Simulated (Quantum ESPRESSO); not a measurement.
## Sr3Ru2O7: which magnetic order is lowest

Does Sr3Ru2O7 prefer parallel or opposed moments?

Program: Quantum ESPRESSO 7.5. Level of theory: PBEsol with U = 2 eV on Ru d (ortho-atomic projectors); plane waves with GBRV 1.5 PBEsol potentials, no spin-orbit coupling. Results are calculated unless marked as measured.

## Step 1: Set-up

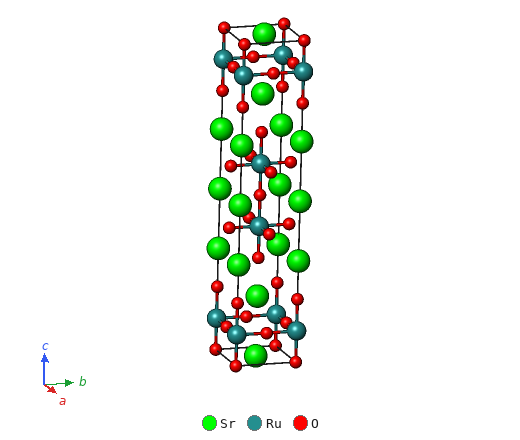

The starting structure, seen slightly off an axis (strontium green, ruthenium teal, oxygen red). This picture shows the conventional cell, with its axes. Some periodic images of atoms are drawn too.

Structure file:

```cif
data_structure
_symmetry_space_group_name_H-M 'P 1'
_symmetry_Int_Tables_number 1
_cell_length_a 10.6378
_cell_length_b 10.6378
_cell_length_c 10.6378
_cell_angle_alpha 158.928
_cell_angle_beta 158.928
_cell_angle_gamma 29.973
_cell_volume 155.52
loop_
_atom_site_label
_atom_site_type_symbol
_atom_site_fract_x
_atom_site_fract_y
_atom_site_fract_z
_atom_site_occupancy
Sr1 Sr 0.50000 0.50000 0.00000 1
Sr2 Sr 0.31440 0.31440 0.00000 1
Sr3 Sr 0.68560 0.68560 0.00000 1
Ru4 Ru 0.09720 0.09720 0.00000 1
Ru5 Ru 0.90280 0.90280 0.00000 1
O6 O 0.00000 0.00000 0.00000 1
O7 O 0.19520 0.19520 0.00000 1
O8 O 0.80480 0.80480 0.00000 1
O9 O 0.59610 0.09610 0.50000 1
O10 O 0.09610 0.59610 0.50000 1
O11 O 0.40390 0.90390 0.50000 1
O12 O 0.90390 0.40390 0.50000 1
```

The cell comes from the Crystallography Open Database.

## Step 2: Run 1, typed as ferro ++

The signs are those of the starting moments on the seeded atoms, the atoms that are given a moment.

The input, pw.in:

```
&CONTROL
  calculation = 'scf'
  prefix = 'pwscf'
  outdir = './tmp'
  pseudo_dir = './pseudo'
  disk_io = 'nowf'
/
&SYSTEM
  ibrav = 0
  nat = 12
  ntyp = 3
  ecutwfc = 40
  ecutrho = 280
  nbnd = 70
  occupations = 'smearing'
  smearing = 'fd'
  degauss = 0.00367493
  nspin = 2
  starting_magnetization(1) = 0
  starting_magnetization(2) = 0.125
  starting_magnetization(3) = 0
/
&ELECTRONS
  conv_thr = 2.4d-08
  electron_maxstep = 150
  mixing_beta = 0.3
/
ATOMIC_SPECIES
Sr     87.6200 sr_pbesol_v1.uspp.F.UPF
Ru    101.0700 ru_pbesol_v1.2.uspp.F.UPF
O      15.9990 o_pbesol_v1.2.uspp.F.UPF
CELL_PARAMETERS angstrom
  -1.9451500000    1.9451500000   10.2759950000
   1.9451500000   -1.9451500000   10.2759950000
   1.9451500000    1.9451500000  -10.2759950000
ATOMIC_POSITIONS crystal
Sr      0.5000000000    0.5000000000    0.0000000000
Sr      0.3144000000    0.3144000000    0.0000000000
Sr      0.6856000000    0.6856000000    0.0000000000
Ru      0.0972000000    0.0972000000    0.0000000000
Ru      0.9028000000    0.9028000000    0.0000000000
O       0.0000000000    0.0000000000    0.0000000000
O       0.1952000000    0.1952000000    0.0000000000
O       0.8048000000    0.8048000000    0.0000000000
O       0.5961000000    0.0961000000    0.5000000000
O       0.0961000000    0.5961000000    0.5000000000
O       0.4039000000    0.9039000000    0.5000000000
O       0.9039000000    0.4039000000    0.5000000000
K_POINTS automatic
8 8 8 0 0 0
HUBBARD {ortho-atomic}
U Ru-4d 2.0000
```

The run is started by

```bash
$ OMP_NUM_THREADS=1 mpirun -n 4 pw.x -nk 4 -in pw.in > pw.out
```

Output:

```text
Program PWSCF v.7.5 starts

     Message from routine setup:
     using ibrav=0 with symmetry is DISCOURAGED, use correct ibrav instead

     K-points division:     npool     =       4
     Subspace diagonalization in iterative solution of the eigenvalue problem:

     G-vector sticks info
     --------------------
     sticks:   dense  smooth     PW     G-vecs:    dense   smooth      PW
     Sum        4497    2567    915                83095    35859    7599

     Using Slab Decomposition

     bravais-lattice index     =            0
     lattice parameter (alat)  =      20.1026  a.u.
     unit-cell volume          =    1049.5102 (a.u.)^3
     number of atoms/cell      =           12
     number of atomic types    =            3
     number of electrons       =       104.00
     number of Kohn-Sham states=           70
     kinetic-energy cutoff     =      40.0000  Ry
     charge density cutoff     =     280.0000  Ry
     scf convergence threshold =      2.4E-08
     mixing beta               =       0.3000
     number of iterations used =            8  plain     mixing
     Exchange-correlation= SLA  PW   PSX  PSC
                           (   1   4  10   8   0   0   0)
     Hubbard projectors: ortho-atomic
     Hubbard parameters of DFT+U (Dudarev formulation) in eV:
     U(Ru-4d) =  2.0000

     Internal variables: lda_plus_u =T, lda_plus_u_kind = 0

     Internal variables: orbital_resolved =F, hub_pot_fix =F, apply_U = F

     celldm(1)=  20.102573  celldm(2)=   0.000000  celldm(3)=   0.000000
     celldm(4)=   0.000000  celldm(5)=   0.000000  celldm(6)=   0.000000

     crystal axes: (cart. coord. in units of alat)
               a(1) = (  -0.182852   0.182852   0.965987 )
               a(2) = (   0.182852  -0.182852   0.965987 )
               a(3) = (   0.182852   0.182852  -0.965987 )

     reciprocal axes: (cart. coord. in units 2 pi/alat)
               b(1) = (  0.000000  2.734448  0.517606 )
               b(2) = (  2.734448  0.000000  0.517606 )
               b(3) = (  2.734448  2.734448  0.000000 )

     PseudoPot. # 1 for Sr read from file:
     sr_pbesol_v1.uspp.F.UPF
     Pseudo is Ultrasoft + core correction, Zval = 10.0
     Generated by new atomic code, or converted to UPF format
     Using radial grid of  883 points,  6 beta functions with:
                l(1) =   0
                l(2) =   0
                l(3) =   1
                l(4) =   1
                l(5) =   2
                l(6) =   2
     Q(r) pseudized with  6 coefficients,  rinner =    1.400   1.400   1.400
                                                       1.400   1.400

     PseudoPot. # 2 for Ru read from file:
     ru_pbesol_v1.2.uspp.F.UPF
     Pseudo is Ultrasoft + core correction, Zval = 16.0
     Generated by new atomic code, or converted to UPF format
     Using radial grid of  967 points,  6 beta functions with:
                l(1) =   0
                l(2) =   0
                l(3) =   1
                l(4) =   1
                l(5) =   2
                l(6) =   2
     Q(r) pseudized with  8 coefficients,  rinner =    1.300   1.300   1.300
                                                       1.300   1.300

     PseudoPot. # 3 for O  read from file:
     o_pbesol_v1.2.uspp.F.UPF
     Pseudo is Ultrasoft + core correction, Zval =  6.0
     Generated by new atomic code, or converted to UPF format
     Using radial grid of  737 points,  5 beta functions with:
                l(1) =   0
                l(2) =   0
                l(3) =   1
                l(4) =   1
                l(5) =   2
     Q(r) pseudized with  8 coefficients,  rinner =    0.900   0.900   0.900
                                                       0.900   0.900

     atomic species   valence    mass     pseudopotential
     Sr               10.00    87.62000     Sr( 1.00)
     Ru               16.00   101.07000     Ru( 1.00)
     O                 6.00    15.99900     O ( 1.00)

     Starting magnetic structure
     atomic species   magnetization
     Sr              0.000
     Ru              0.125
     O               0.000

     16 Sym. Ops., with inversion, found

   Cartesian axes

     site n.     atom                  positions (alat units)
         1        Sr     tau(   1) = (   0.0000000   0.0000000   0.9659866  )
         2        Sr     tau(   2) = (  -0.0000000   0.0000000   0.6074124  )
         3        Sr     tau(   3) = (   0.0000000  -0.0000000   1.3245608  )
         4        Ru     tau(   4) = (   0.0000000  -0.0000000   0.1877878  )
         5        Ru     tau(   5) = (   0.0000000  -0.0000000   1.7441854  )
         6        O      tau(   6) = (   0.0000000   0.0000000   0.0000000  )
         7        O      tau(   7) = (  -0.0000000   0.0000000   0.3771212  )
         8        O      tau(   8) = (  -0.0000000   0.0000000   1.5548520  )
         9        O      tau(   9) = (   0.0000000   0.1828523   0.1856626  )
        10        O      tau(  10) = (   0.1828523   0.0000000   0.1856626  )
        11        O      tau(  11) = (   0.1828523  -0.0000000   0.7803240  )
        12        O      tau(  12) = (  -0.0000000   0.1828523   0.7803240  )

     number of k points=    59  Fermi-Dirac smearing, width (Ry)=  0.0037
                       cart. coord. in units 2pi/alat
        k(    1) = (   0.0000000   0.0000000   0.0000000), wk =   0.0019531
        k(    2) = (   0.3418060   0.3418060   0.0000000), wk =   0.0078125
        k(    3) = (   0.6836120   0.6836120   0.0000000), wk =   0.0078125
        k(    4) = (   1.0254180   1.0254180   0.0000000), wk =   0.0078125
        k(    5) = (  -1.3672241  -1.3672241   0.0000000), wk =   0.0039062
        [... 54 further k-points ...]

     Dense  grid:    83095 G-vectors     FFT dimensions: ( 108, 108, 108)

     Smooth grid:    35859 G-vectors     FFT dimensions: (  81,  81,  81)

     Check: negative core charge=   -0.000003
     Generating pointlists ...
     new r_m :   0.0950 (alat units)  1.9096 (a.u.) for type    1
     new r_m :   0.0754 (alat units)  1.5164 (a.u.) for type    2
     new r_m :   0.0754 (alat units)  1.5164 (a.u.) for type    3

     Initial potential from superposition of free atoms

     starting charge     101.9077, renormalised to     104.0000

     negative rho (up, down):  1.789E-01 1.607E-01

     STARTING HUBBARD OCCUPATIONS:

     =================== HUBBARD OCCUPATIONS ===================
     ------------------------ ATOM    4 ------------------------
     Tr[ns(  4)] (up, down, total) =   5.00000  1.00000  6.00000
     Atomic magnetic moment for atom   4 =   4.00000
     [... lines left out ...]
     ------------------------ ATOM    5 ------------------------
     Tr[ns(  5)] (up, down, total) =   5.00000  1.00000  6.00000
     Atomic magnetic moment for atom   5 =   4.00000
     [... lines left out ...]
     Number of occupied Hubbard levels =   12.0000

     Atomic wfc used for Hubbard projectors are orthogonalized

     Starting wfcs are   93 randomized atomic wfcs

     Self-consistent Calculation

     iteration #  1     ecut=    40.00 Ry     beta= 0.30
     Davidson diagonalization with overlap
     ethr =  1.00E-02,  avg # of iterations =  2.1

     =================== HUBBARD OCCUPATIONS ===================
     ------------------------ ATOM    4 ------------------------
     Tr[ns(  4)] (up, down, total) =   3.66929  1.56273  5.23202
     Atomic magnetic moment for atom   4 =   2.10656
     [... lines left out ...]
     ------------------------ ATOM    5 ------------------------
     Tr[ns(  5)] (up, down, total) =   3.66929  1.56273  5.23202
     Atomic magnetic moment for atom   5 =   2.10656
     [... lines left out ...]
     Number of occupied Hubbard levels =   10.4640

     negative rho (up, down):  1.751E-01 1.657E-01

     total energy              =    -824.05701106 Ry
     estimated scf accuracy    <       3.94620928 Ry

     total magnetization       =     4.56 Bohr mag/cell
     absolute magnetization    =     4.77 Bohr mag/cell

     iteration #  2     ecut=    40.00 Ry     beta= 0.30
     Davidson diagonalization with overlap
     ethr =  3.79E-03,  avg # of iterations =  2.0

     negative rho (up, down):  1.737E-01 1.690E-01

     total energy              =    -824.76047803 Ry
     estimated scf accuracy    <       0.28075839 Ry

     total magnetization       =     4.08 Bohr mag/cell
     absolute magnetization    =     4.21 Bohr mag/cell

     iteration #  3     ecut=    40.00 Ry     beta= 0.30
     Davidson diagonalization with overlap
     ethr =  2.70E-04,  avg # of iterations =  7.4

     negative rho (up, down):  1.727E-01 1.735E-01

     total energy              =    -824.77268502 Ry
     estimated scf accuracy    <       0.08862069 Ry

     total magnetization       =     4.06 Bohr mag/cell
     absolute magnetization    =     4.18 Bohr mag/cell

     [... further iterations left out ...]

     iteration # 11     ecut=    40.00 Ry     beta= 0.30
     Davidson diagonalization with overlap
     ethr =  9.69E-09,  avg # of iterations =  1.5

     negative rho (up, down):  1.717E-01 1.799E-01

     total energy              =    -824.78262305 Ry
     estimated scf accuracy    <       0.00000133 Ry

     total magnetization       =     4.00 Bohr mag/cell
     absolute magnetization    =     4.08 Bohr mag/cell

     iteration # 12     ecut=    40.00 Ry     beta= 0.30
     Davidson diagonalization with overlap
     ethr =  1.28E-09,  avg # of iterations =  2.1

     negative rho (up, down):  1.717E-01 1.800E-01

     total energy              =    -824.78262348 Ry
     estimated scf accuracy    <       0.00000020 Ry

     total magnetization       =     4.00 Bohr mag/cell
     absolute magnetization    =     4.08 Bohr mag/cell

     iteration # 13     ecut=    40.00 Ry     beta= 0.30
     Davidson diagonalization with overlap
     ethr =  1.95E-10,  avg # of iterations =  2.1

     negative rho (up, down):  1.717E-01 1.800E-01

     total energy              =    -824.78262358 Ry
     estimated scf accuracy    <       0.00000004 Ry

     total magnetization       =     4.00 Bohr mag/cell
     absolute magnetization    =     4.08 Bohr mag/cell

     iteration # 14     ecut=    40.00 Ry     beta= 0.30
     Davidson diagonalization with overlap
     ethr =  4.09E-11,  avg # of iterations =  2.3

     negative rho (up, down):  1.717E-01 1.800E-01

     Magnetic moment per site  (integrated on atomic sphere of radius R)
     atom   1 (R=0.095)  charge=  6.9988  magn=  0.0078
     atom   2 (R=0.095)  charge=  7.0170  magn=  0.0030
     atom   3 (R=0.095)  charge=  7.0170  magn=  0.0030
     atom   4 (R=0.075)  charge= 11.1396  magn=  1.0372
     atom   5 (R=0.075)  charge= 11.1396  magn=  1.0372
     atom   6 (R=0.075)  charge=  5.3402  magn=  0.1983
     atom   7 (R=0.075)  charge=  5.2839  magn=  0.0535
     atom   8 (R=0.075)  charge=  5.2839  magn=  0.0535
     atom   9 (R=0.075)  charge=  5.3874  magn=  0.1790
     atom  10 (R=0.075)  charge=  5.3874  magn=  0.1790
     atom  11 (R=0.075)  charge=  5.3874  magn=  0.1790
     atom  12 (R=0.075)  charge=  5.3874  magn=  0.1790

     End of self-consistent calculation

     =================== HUBBARD OCCUPATIONS ===================
     ------------------------ ATOM    4 ------------------------
     Tr[ns(  4)] (up, down, total) =   3.78354  2.41864  6.20218
     Atomic magnetic moment for atom   4 =   1.36490
     [... lines left out ...]
     ------------------------ ATOM    5 ------------------------
     Tr[ns(  5)] (up, down, total) =   3.78354  2.41864  6.20218
     Atomic magnetic moment for atom   5 =   1.36490
     [... lines left out ...]
     Number of occupied Hubbard levels =   12.4044

     Number of k-points >= 100: set verbosity='high' to print the bands.

     the Fermi energy is    12.0920 ev

!    total energy              =    -824.78262361 Ry
     estimated scf accuracy    <          3.0E-09 Ry
     smearing contrib. (-TS)   =      -0.00181492 Ry
     internal energy E=F+TS    =    -824.78080869 Ry

     The total energy is F=E-TS. E is the sum of the following terms:
     one-electron contribution =    -328.62671756 Ry
     hartree contribution      =     223.12922799 Ry
     xc contribution           =    -156.78115990 Ry
     ewald contribution        =    -562.75672709 Ry
     Hubbard energy            =       0.25456787 Ry

     total magnetization       =     4.00 Bohr mag/cell
     absolute magnetization    =     4.08 Bohr mag/cell

     convergence has been achieved in  14 iterations

=------------------------------------------------------------------------------=
   JOB DONE.
=------------------------------------------------------------------------------=
```

The job ended after 20 min (4 MPI ranks of Arm Neoverse V2, shared host; peak memory 2.5 GiB).

Spin moment in the atom's sphere by atom:

```csv
atom,spin moment in the atom's sphere (μB)
Sr1,0.01
Sr2,0.00
Sr3,0.00
Ru4,1.04
Ru5,1.04
O6,0.20
O7,0.05
O8,0.05
O9,0.18
O10,0.18
O11,0.18
O12,0.18
```

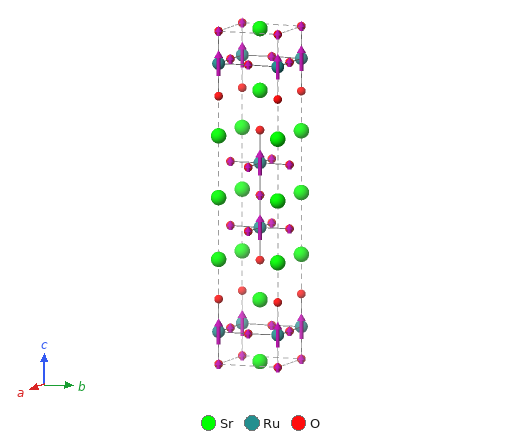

Spin moment in the atom's sphere as arrows, the longest 1.04 μB. Up and down stand for the sign. Arrows give size and sign along the axis of quantisation, drawn up and down the page. Each arrow also spans its atom, so small moments look longer than they are. Some periodic images of atoms are drawn too.

This step gave:

```yaml
smearing_term_ts: 0.02469 eV
magnetization: 4.001 μB
absolute_magnetization: 4.078 μB
final_state: ferromagnetic
```

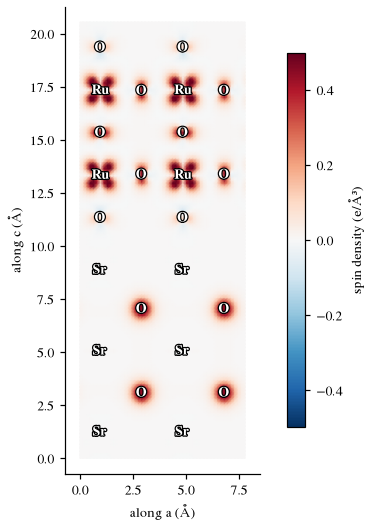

Spin density in the ac plane of the conventional cell at fractional y = 0.000, with atoms of Sr and Ru and O within 0.2 Å of it. The map starts off the cell's origin, so that atoms lie inside it.

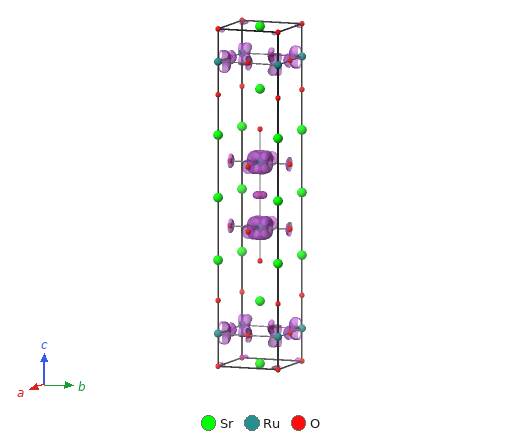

Surface of spin density = 0.24 e/Å³, which holds about 50 % of the integral of its size.

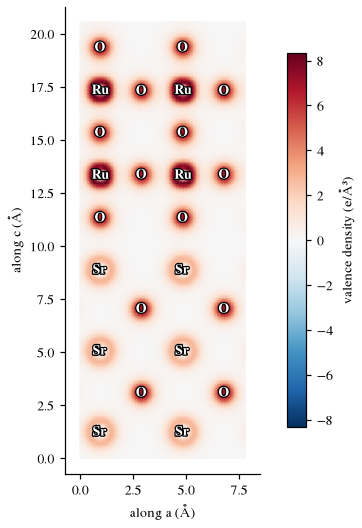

Valence density in the ac plane of the conventional cell at fractional y = 0.000, with atoms of Sr and Ru and O within 0.2 Å of it. It is the smooth field of the valence electrons, not physical close to the nuclei. The map starts off the cell's origin, so that atoms lie inside it.

[end of part 1 of 3]

[Logs and program files are shortened in this print: banners, set-up blocks, solver, clock and traceback lines can be left out without a mark of their own.]

[Logs are printed without paths, hosts, clocks, repeated set-up lines and the standing remarks that a program may print on its own settings, such as how far it seeks lower states.]

[Hosts, paths, dates, database ids (printed as entryN), source tags and the programs' standing remarks are cut or masked in the printed files.]

[Where a cell is said to come from a database of computed structures, the database is the Materials Project.]
